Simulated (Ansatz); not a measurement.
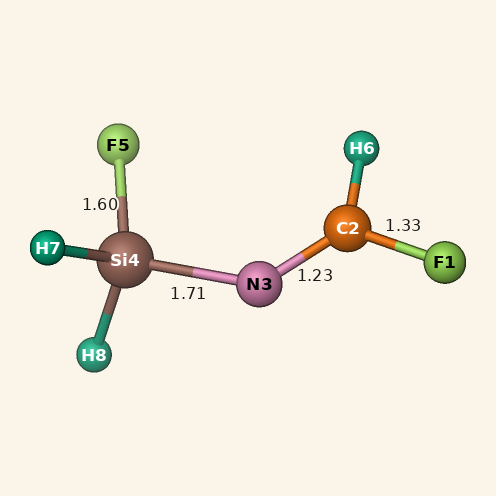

The numbers beside the sticks are distances in Å. Sticks don't show bond order. The computed structure is the end point of a PBE0-D4/def2-TZVP optimisation.

> Assign a bond order to each marked bond.

F1–C2 single; C2–N3 double; N3–Si4 single; Si4–F5 single.

> Give the structure as SMILES.

F/C=N/[SiH2]F
